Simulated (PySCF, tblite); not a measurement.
# CH8ClO2Si3 radical: geometry, infrared bands and EPR parameters

Aim: predict the infrared bands and EPR parameters of CH8ClO2Si3 radical (`[CH2][Si@@H](O[SiH3])O[SiH2]Cl`).

Computed with tblite 0.8.0 and PySCF 2.14.0, with density-fitted response routines of our own, on a single molecule in the gas phase. Atoms count from 0, in the outputs and in this text.

## 1. Starting geometry

15 atoms, charge 0, multiplicity 2; geometry from: force field or distance geometry start.

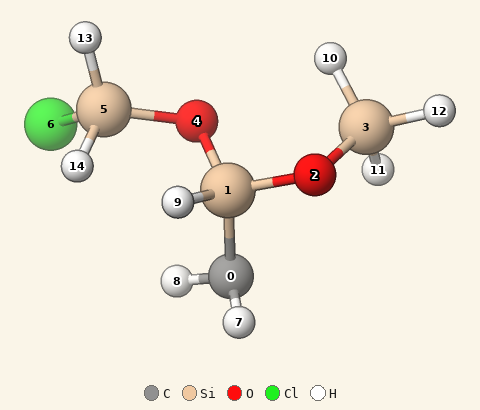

As it starts; carbon grey, silicon light orange, oxygen red, chlorine green, hydrogen white, atoms numbered.

## 2. Relaxing the molecule with GFN2-xTB

What the job is given:

```
{"job": {"kind": "relax", "xc": "GFN2-xTB", "basis": "xTB"}, "charge": 0, "multiplicity": 2}
C     -0.049800    -1.826800     0.983700
Si    -0.080800    -0.605600    -0.456100
O     -1.704000    -0.442400    -0.948300
Si    -2.531500     0.723800     0.014000
O      0.574200     0.859400     0.144500
Si     2.232400     0.950400    -0.304500
Cl     3.353700     1.152200     1.458000
H     -0.260400    -2.819000     0.529700
H      0.971000    -1.806800     1.409900
H      0.722500    -1.135400    -1.564900
H     -1.846200     2.001800    -0.027200
H     -2.635400     0.309400     1.420700
H     -3.901500     0.895200    -0.496500
H      2.522200     2.047800    -1.229100
H      2.629200    -0.295800    -0.955900
```

Launch:

```
> OMP_NUM_THREADS=1 python probes_run.py task.json out
```

One launch serves the whole session: the jobs run in the order shown.

**Question.** This job is followed by: GFN2-xTB harmonic vibrations, gas phase; UKS B3LYP, pcH-1 on C Cl H O Si, non-relativistic, mean-field spin-orbit, GIAO. Predict these results of the whole session: strongest single infrared mode (GFN2-xTB); zero-point energy (GFN2-xTB); g(iso) (B3LYP); ⟨S²⟩; largest a(iso) (averaged by class); potential on the surface of density 0.002 e/bohr³, 1st and 99th percentile.

**Answer**, as computed:

| quantity | value |
| --- | --- |
| strongest single infrared mode (GFN2-xTB) | 1062 cm⁻¹, 612 km/mol |
| zero-point energy (GFN2-xTB) | 51.6 kcal/mol |
| g(iso) (B3LYP) | 2.00260 |
| ⟨S²⟩ | 0.753 (exact 0.75) |
| largest a(iso) (averaged by class) | 13C on C0, 83.6 MHz |
| potential on the surface of density 0.002 e/bohr³, 1st and 99th percentile | -0.57 V and 1.42 V |

Relaxing lowered the energy by 1.829 eV in 168 steps; the close pair that moved most is O4–Si5, from 1.720 to 1.607 Å. The frame itself reshapes: Si1···Si5 goes from 2.79 to 3.15 Å. The lowest mode is imaginary (35i cm⁻¹), so the xTB geometry is not a minimum: the zero-point energy counts the real modes alone, and all values at this geometry belong to a saddle point. The strongest single mode, at 1062 cm⁻¹, moves mainly O4 and O2. GFN2-xTB is a fitted tight-binding method: band positions and strengths are rough. Its intensities can rank the bands wrongly. C0 carries the largest spin population, 1.05 e. The isotropic g lies 0.3 ppt above the free-electron value. These values are for one conformer; the search (at its own cheap level) found 2 more, at 0.32, 0.53 kcal/mol, and measured spectra average over such forms.
